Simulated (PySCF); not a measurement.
Mg(Cl)(OSiH3), H3ClMgOSi, SMILES [O]([Mg][Cl])[SiH3] at its PBE0/def2-SVP optimised geometry (Å):

```
7

Mg    -1.6651    -1.9867     2.7296
Cl    -2.4167    -3.0529     4.4950
O     -1.0453    -1.1193     1.2962
Si    -0.4539    -0.3089     0.0000
H      1.0453    -0.3089     0.0000
H     -0.9096     1.1193     0.0000
H     -0.9101    -0.9338    -1.2838
```

Level of theory: PBE0/def2-TZVP run with PySCF. Cells within 0.4 Å of a nucleus heavier than hydrogen are left out (blank, or x).

Map of the log10 of the electron density (e/bohr³), floored at −4 on the plane z = 0.0 Å:

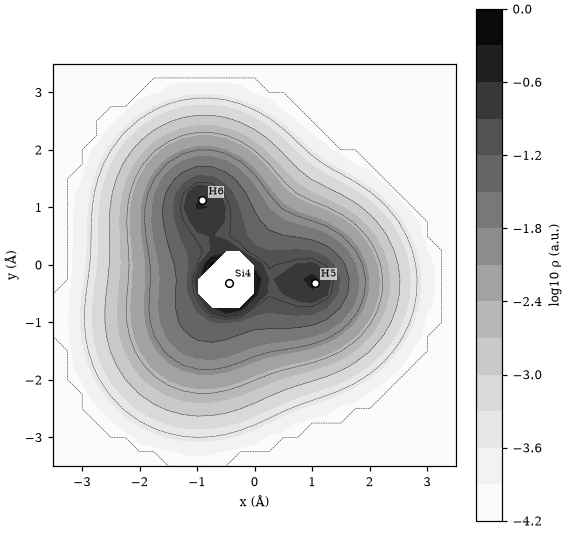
Figure: Log10 of the electron density (e/bohr³), floored at −4 on the plane z = 0.0 Å.
